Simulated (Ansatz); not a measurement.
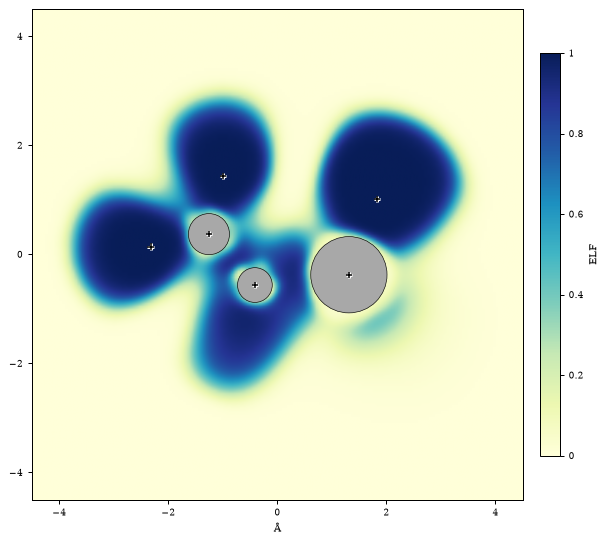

The ELF on a plane through atoms (crosses mark nuclei in the plane; grey discs cover the cores).

Level of theory: Ansatz 0.2.0, RKS PBE0-D4/def2-TZVPP.

Candidates:
A. CH5NS2Si (SMILES C=N[SiH](S)S)
B. C2H7FOSi (SMILES CO[SiH](C)F)
C. CH3F2NbS (SMILES [CH3][Nb]([F])([F])=[S])

> Which candidate gave the map?

Candidate A: CH5NS2Si on the plane of atoms N2, C1 and H7, which holds C, N, Si and H. C–N (1.26 Å): the ELF peaks at about 0.90 between the atoms; a multiple bond. Si–N (1.73 Å): the ELF peaks at about 0.90 between the atoms (a shared but strongly polarised pair).
